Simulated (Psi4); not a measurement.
Geometry relaxation of GaF (part 1 of 2)

GaF, SMILES [F][Ga], computed with r2SCAN-3c/def2-mTZVPP, RKS (Psi4 1.11).

The geometry comes from this level: GFN2-xTB.

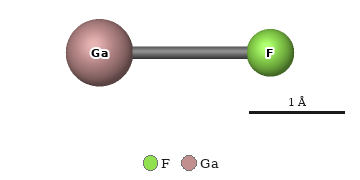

*The input geometry (ball-and-stick view, seen on its broad side). Sticks mark near contacts.*

Bond lengths as drawn: F–Ga 1.80 Å.

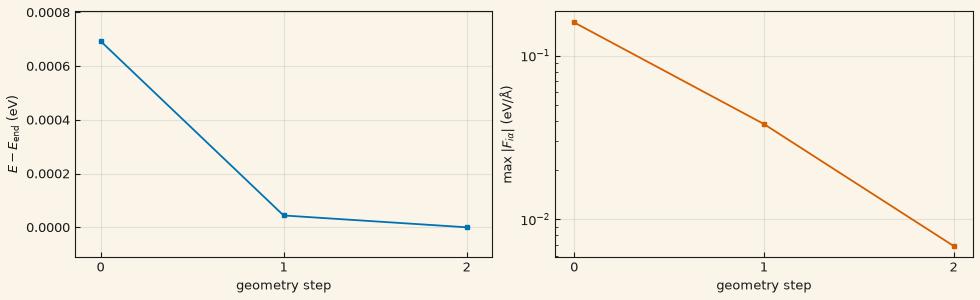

*Progress of the relaxation, step by step (steps are counted from 0).*

The atoms keep their places after the best rigid fit (all moves are under 0.005 Å). Distances before and after: F1–Ga2 1.799 → 1.791 Å. After 2 geometry steps the energy has fallen by 0.001 eV. Largest force component: 0.16 eV/Å at the start, 0.0069 eV/Å at the end. (Atoms are counted from 1 in the order of the input.)

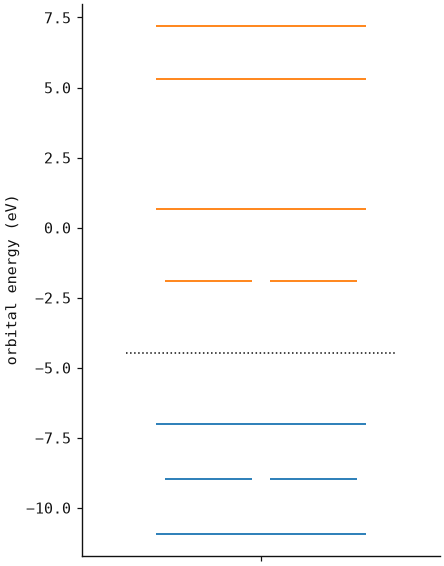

*Orbital energies near the frontier; the dotted line parts filled from empty levels, and levels within 0.02 eV of each other stand side by side.*

Highest filled −7.03 eV, lowest empty −1.91 eV, 5.12 eV apart.

The input that produced these results follows, with the program's output.

Input (calc.in):
```
memory 1.6 GB

molecule geom {
  0 1
  F
  Ga 1 R2

  R2 = 1.79915
  symmetry c1
}

set {
  geom_maxiter 60
}

energy_value, wavefunction = optimize("r2scan-3c", return_wfn=True)
```

Command:
```bash
psi4 -n 1 calc.in calc.out
```

The program's output:
```
Psi4 1.11 release

gradient() will perform analytic gradient computation.

   => Loading Basis Set <=

    Name: DEF2-MTZVPP
    Role: ORBITAL
    Keyword: BASIS

   => R2SCAN3C: Empirical Dispersion <=

        a1 =       0.420000
        a2 =       5.650000
       alp =      16.000000
        s6 =       1.000000
        s8 =       0.000000
        s9 =       2.000000
        ga =       2.000000
        gc =       1.000000
        wf =       6.000000

         ---------------------------------------------------------
                                   SCF
                              RKS Reference
                        1 Threads,   1525 MiB Core
         ---------------------------------------------------------

  ==> Geometry <==

    Molecular point group: c1
    Full point group: C_inf_v

    Geometry (in Angstrom), charge = 0, multiplicity = 1:

       Center              X                  Y                   Z               Mass
    ------------   -----------------  -----------------  -----------------  -----------------
         F            0.000000000000     0.000000000000    -1.410393959297    18.998403162730
         GA           0.000000000000     0.000000000000     0.388756040703    68.925573500000

  Running in c1 symmetry.

  Rotational constants: A = ************  B =      0.34968  C =      0.34968 [cm^-1]
  Rotational constants: A = ************  B =  10483.16176  C =  10483.16176 [MHz]
  Nuclear repulsion =   82.061218784942881

  Charge       = 0
  Multiplicity = 1
  Electrons    = 40
  Nalpha       = 20
  Nbeta        = 20

  ==> Algorithm <==

  SCF Algorithm Type is DF.
  DIIS enabled.
  MOM disabled.
  Fractional occupation disabled.
  Guess Type is SAD.
  Energy threshold   = 1.00e-08
  Density threshold  = 1.00e-08
  Integral threshold = 1.00e-12

  ==> Primary Basis <==

  Basis Set: DEF2-MTZVPP
    Blend: DEF2-MTZVPP
    Number of shells: 24
    Number of basis functions: 60
    Number of Cartesian functions: 65
    Spherical Harmonics?: true
    Max angular momentum: 2

  ==> DFT Potential <==

   => LibXC <=

    Version 7.1.2

   => Composite Functional: R2SCAN3C <=

    Deriv               =              1
    GGA                 =           TRUE
    Meta                =           TRUE

    Exchange Hybrid     =          FALSE
    MP2 Hybrid          =          FALSE

   => Exchange Functionals <=

    1.0000   XC_MGGA_X_R2SCAN

   => Correlation Functionals <=

    1.0000   XC_MGGA_C_R2SCAN

   => LibXC Density Thresholds  <==

    XC_MGGA_C_R2SCAN:  1.00E-15
    XC_MGGA_X_R2SCAN:  1.00E-11

   => Molecular Quadrature <=

    Radial Scheme          =       TREUTLER
    Pruning Scheme         =           NONE
    Nuclear Scheme         =       TREUTLER

    Blocking Scheme        =         OCTREE
    BS radius alpha        =              1
    Pruning alpha          =              1
    Radial Points          =             75
    Spherical Points       =            302
    Total Points           =          43148
    Total Blocks           =            402
    Max Points             =            256
    Max Functions          =             59
    Weights Tolerance      =       1.00E-15

   => Loading Basis Set <=

    Name: (DEF2-MTZVPP AUX)
    Role: JKFIT
    Keyword: DF_BASIS_SCF

  ==> Integral Setup <==

  DFHelper Memory: AOs need 0.011 GiB; user supplied 0.961 GiB.
  SCF_SUBTYPE=INCORE selected. In-core MEM_DF algorithm will be used.
  Using in-core AOs.

  ==> MemDFJK: Density-Fitted J/K Matrices <==

    J tasked:                   Yes
    K tasked:                    No
    wK tasked:                   No
    Memory [MiB]:               983
    Algorithm:                 Core
    Schwarz Cutoff:           1E-12
    Mask sparsity (%):       0.7222
    Fitting Condition:        1E-10

   => Auxiliary Basis Set <=

  Basis Set: (DEF2-MTZVPP AUX)
    Blend: DEF2-UNIVERSAL-JKFIT
    Number of shells: 85
    Number of basis functions: 343
    Number of Cartesian functions: 464
    Spherical Harmonics?: true
    Max angular momentum: 5

  Cached 100.0% of DFT collocation blocks in 0.157 [GiB].

  Minimum eigenvalue in the overlap matrix is 6.0211723439E-03.
  Reciprocal condition number of the overlap matrix is 1.5975301719E-03.
    Using symmetric orthogonalization.

  ==> Pre-Iterations <==

  SCF Guess: Superposition of Atomic Densities via on-the-fly atomic UHF (no occupation information).

   -------------------------
    Irrep   Nso     Nmo
   -------------------------
     A         60      60
   -------------------------
    Total      60      60
   -------------------------

  ==> Iterations <==

                           Total Energy        Delta E     RMS |[F,P]|

   @DF-RKS iter SAD: -2021.24140095365647   -2.02124e+03   0.00000e+00
   @DF-RKS iter   1: -2023.00672236614264   -1.76532e+00   5.12279e-02 ADIIS/DIIS
   @DF-RKS iter   2: -1993.62755659867025    2.93792e+01   1.80530e-01 ADIIS
   @DF-RKS iter   3: -2023.19137993118966   -2.95638e+01   5.60134e-02 ADIIS/DIIS
   @DF-RKS iter   4: -2024.73488007345622   -1.54350e+00   1.70649e-03 ADIIS/DIIS
   @DF-RKS iter   5: -2024.73232834366468    2.55173e-03   2.14817e-03 ADIIS/DIIS
   @DF-RKS iter   6: -2024.73854227322295   -6.21393e-03   2.10991e-04 ADIIS/DIIS
   @DF-RKS iter   7: -2024.73863005189105   -8.77787e-05   4.57226e-05 DIIS
   @DF-RKS iter   8: -2024.73863462730037   -4.57541e-06   1.00010e-05 DIIS
   @DF-RKS iter   9: -2024.73863472876269   -1.01462e-07   1.77588e-06 DIIS
   @DF-RKS iter  10: -2024.73863473154643   -2.78374e-09   1.73033e-07 DIIS
   @DF-RKS iter  11: -2024.73863473157030   -2.38742e-11   1.41402e-08 DIIS
   @DF-RKS iter  12: -2024.73863473157280   -2.50111e-12   1.72055e-09 DIIS
  Energy and wave function converged.

  ==> Post-Iterations <==

   Electrons on quadrature grid:
      Ntotal   =   39.9999882676 ; deviation = -1.173e-05

    Orbital Energies [Eh]
    ---------------------

    Doubly Occupied:

       1A   -371.987179     2A    -45.735972     3A    -40.459243
       4A    -40.459243     5A    -40.456593     6A    -24.421593
       7A     -5.444826     8A     -3.711298     9A     -3.711298
      10A     -3.703714    11A     -1.066993    12A     -0.756792
      13A     -0.756792    14A     -0.751584    15A     -0.751584
      16A     -0.747686    17A     -0.400337    18A     -0.328271
      19A     -0.328271    20A     -0.258690

    Virtual:

      21A     -0.070629    22A     -0.070629    23A      0.024127
      24A      0.194789    25A      0.264311    26A      0.264311
      27A      0.299779    28A      0.341462    29A      0.341462
      30A      0.393038    31A      0.393038    32A      0.463244
      33A      0.671596    34A      0.673805    35A      0.673805
      36A      0.814243    37A      0.814249    38A      0.873695
      39A      0.986711    40A      0.986711    41A      1.320529
      42A      1.630551    43A      1.630551    44A      1.666364
      45A      1.666364    46A      1.902847    47A      3.144335
      48A      3.144335    49A      3.239560    50A      3.266124
      51A      3.266124    52A      3.321799    53A      3.410568
      54A      3.410711    55A      3.486828    56A      3.486828
      57A      3.538060    58A      3.985798    59A      4.430194
      60A     56.903714

    Final Occupation by Irrep:
              A
    DOCC [    20 ]
    NA   [    20 ]
    NB   [    20 ]

  @DF-RKS Final Energy: -2024.73863473157280

   => Energetics <=

    Nuclear Repulsion Energy =             82.0612187849428807
    One-Electron Energy =               -2987.9957032942656951
    Two-Electron Energy =                 966.6864121045584852
    DFT Exchange-Correlation Energy =     -85.4917519314711001
    Empirical Dispersion Energy =           0.0011896046626453
    VV10 Nonlocal Energy =                  0.0000000000000000
    Total Energy =                      -2024.7386347315728017

Computation Completed

Properties will be evaluated at   0.000000,   0.000000,   0.000000 [a0]

Properties computed using the SCF density matrix

 Multipole Moments:

 ------------------------------------------------------------------------------------
     Multipole            Electronic (a.u.)      Nuclear  (a.u.)        Total (a.u.)
 ------------------------------------------------------------------------------------

 L = 1.  Multiply by 2.5417464519 to convert [e a0] to [Debye]
 Dipole X            :         -0.0000000            0.0000000           -0.0000000
 Dipole Y            :          0.0000000            0.0000000            0.0000000
 Dipole Z            :          2.0434471           -1.2134090            0.8300381
 Magnitude           :                                                    0.8300381

 ------------------------------------------------------------------------------------

	total time  =          3 seconds =       0.05 minutes

         ------------------------------------------------------------
                                   SCF GRAD
         ------------------------------------------------------------

  ==> Geometry <==

    Molecular point group: c1
    Full point group: C_inf_v

    Geometry (in Angstrom), charge = 0, multiplicity = 1:

       Center              X                  Y                   Z               Mass
    ------------   -----------------  -----------------  -----------------  -----------------
         F            0.000000000000     0.000000000000    -1.410393959297    18.998403162730
         GA           0.000000000000     0.000000000000     0.388756040703    68.925573500000

  Nuclear repulsion =   82.061218784942852

  ==> Basis Set <==

  Basis Set: DEF2-MTZVPP
    Blend: DEF2-MTZVPP
    Number of shells: 24
    Number of basis functions: 60
    Number of Cartesian functions: 65
    Spherical Harmonics?: true
    Max angular momentum: 2

  ==> DFJKGrad: Density-Fitted SCF Gradients <==

    Gradient:                    1
    J tasked:                  Yes
    K tasked:                   No
    wK tasked:                  No
    Integrals threads:           1
    Memory [MiB]:             1144
    Schwarz Cutoff:          1E-12
    Fitting Condition:       1E-10

   => Auxiliary Basis Set <=

  Basis Set: (DEF2-MTZVPP AUX)
    Blend: DEF2-UNIVERSAL-JKFIT
    Number of shells: 85
    Number of basis functions: 343
    Number of Cartesian functions: 464
    Spherical Harmonics?: true
    Max angular momentum: 5

   => Molecular Quadrature <=

    Radial Scheme          =       TREUTLER
    Pruning Scheme         =           NONE
    Nuclear Scheme         =       TREUTLER

    Blocking Scheme        =         OCTREE
    BS radius alpha        =              1
    Pruning alpha          =              1
    Radial Points          =             75
    Spherical Points       =            302
    Total Points           =          43148
    Total Blocks           =            402
    Max Points             =            256
    Max Functions          =             59
    Weights Tolerance      =       1.00E-15

  -Total Gradient:
     Atom            X                  Y                   Z
    ------   -----------------  -----------------  -----------------
       1       -0.000000000000    -0.000000000000    -0.002920927510
       2        0.000000000002    -0.000000000001     0.003104271667

	total time  =          0 seconds =       0.00 minutes

    			-----------------------------------------

    			 OPTKING 3.0: for geometry optimizations

    			        with contributions from

    			-----------------------------------------

	                            ===> Fragment 1 <==

	 Z (Atomic Numbers)          Masses                          Geom
	       9.000000            18.998403          0.00000000  0.00000000 -2.66525831
	      31.000000            68.925573          0.00000000  0.00000000  0.73464245

	 - Coordinate -           - BOHR/RAD -       - ANG/DEG -
	 R(1,2)           =         3.399901           1.799150

	        --- Internal Coordinate Step in ANG or DEG, aJ/ANG or AJ/DEG ---
	-------------------------------------------------------------------------------
	           Coordinate      Previous         Force          Change          New
	           ----------      --------        ------          ------        ------
	               R(1,2)       1.79915       -0.02482       -0.00609       1.79306
	-------------------------------------------------------------------------------

	                                 ==> Convergence Check <==

	Measures of convergence in internal coordinates in au.

	Criteria marked as inactive (o), active & met (*), and active & unmet ( ).

	----------------------------------------------------------------------------------------------~
	   Step    Total Energy     Delta E     Max Force     RMS Force      Max Disp      RMS Disp   ~
	----------------------------------------------------------------------------------------------~
	  Convergence Criteria     1.00e-06 *    3.00e-04 *             o    1.20e-03 *             o~
	----------------------------------------------------------------------------------------------~
	     1   -2024.73863473   -2.02e+03      3.01e-03      3.01e-03 o    1.15e-02      1.15e-02 o  ~
	----------------------------------------------------------------------------------------------

Next Geometry in Ang
	Fragment 1 (Ang)

	    F   0.0000000000   0.0000000000  -1.4073501048
	   Ga   0.0000000000   0.0000000000   0.3857121862

    Structure for next step:
    Molecular point group: c1
    Full point group: C_inf_v

    Geometry (in Angstrom), charge = 0, multiplicity = 1:

    F
    GA            1          R2

    R2        =    1.7930622910

gradient() will perform analytic gradient computation.

  ==> Geometry <==

    Molecular point group: c1
    Full point group: C_inf_v

    Geometry (in Angstrom), charge = 0, multiplicity = 1:

       Center              X                  Y                   Z               Mass
    ------------   -----------------  -----------------  -----------------  -----------------
         F            0.000000000000     0.000000000000    -1.405621667943    18.998403162730
         GA           0.000000000000     0.000000000000     0.387440623064    68.925573500000

  Running in c1 symmetry.
```
